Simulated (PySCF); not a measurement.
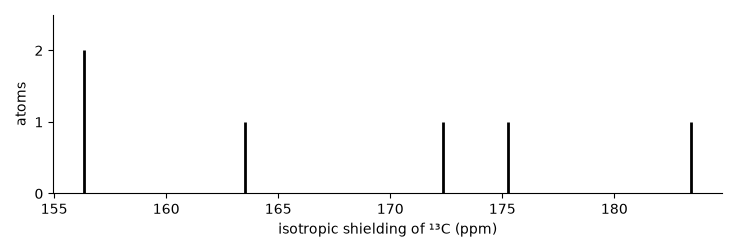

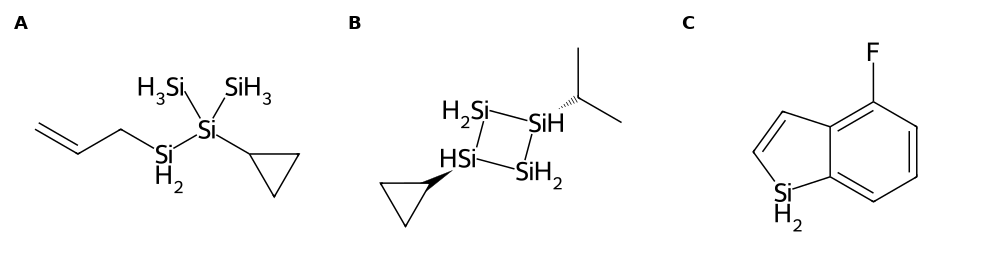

The sticks are computed shieldings of one of the molecules, for one fixed geometry (PBE0-D3(BJ)/def2-SVP) without averaging over rotations. Low shielding means a high chemical shift. Method: GIAO PBE/pcSseg-1 NMR shielding, non-relativistic, gas phase (PySCF 2.14.0).

> Match the spectrum to a structure.

B, `CC(C)[Si@H]1[SiH2][Si@H](C2CC2)[SiH2]1`. Its 6 C atoms give lines at 156.3 (2 atoms), 163.5, 172.3, 175.3, 183.4 ppm.
